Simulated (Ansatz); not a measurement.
```yaml
atoms:
  - { symbol: Hf, position_ang: [-0.2447, 0.2451, -0.0639] }
  - { symbol: O, position_ang: [-0.4363, 0.2298, 1.8140] }
  - { symbol: H, position_ang: [-0.5451, 0.2403, 2.7644] }
  - { symbol: Cl, position_ang: [2.0230, 0.4238, -0.6405] }
  - { symbol: Cl, position_ang: [-1.3873, 2.1100, -0.9032] }
  - { symbol: Cl, position_ang: [-1.1840, -1.7010, -0.9782] }
  - { symbol: H, position_ang: [1.5744, -2.5425, 1.2035] }
  - { symbol: H, position_ang: [1.2597, -2.2734, 1.8417] }
```

Core potentials replace the inner electrons of Hf.

Computed with RKS PBE0-D4/def2-SVP (Ansatz 0.2.0).

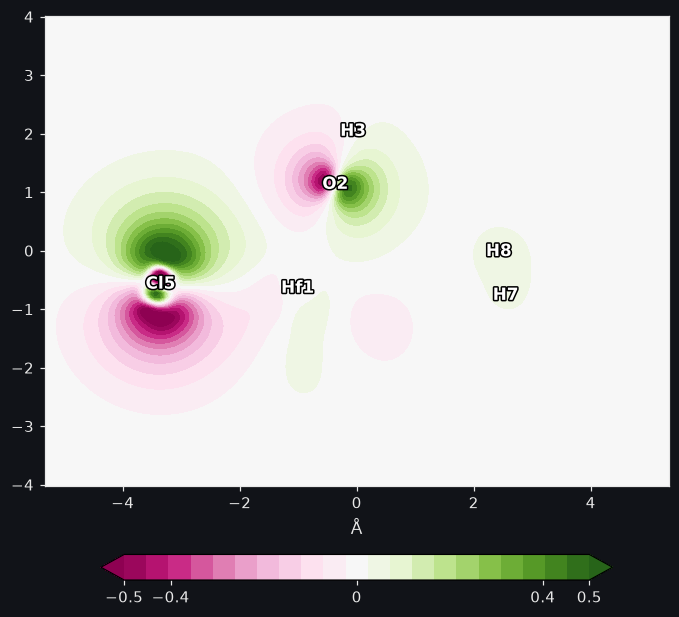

Cl3HHfO···H2. The HOMO−1 on the plane of atoms O2, Hf1 and Cl5 (values in Å⁻³ᐟ²; the overall sign is arbitrary).

> Where does this orbital lie, and at what energy?

By Hirshfeld shares it lies mainly on Cl5 (about 45 %), Cl4 (about 20 %), Cl6 (about 20 %) and O2 (about 5 %); largely a combination of lone pairs on Cl5, Cl4, Cl6 and O2. Its energy is −9.38 eV.
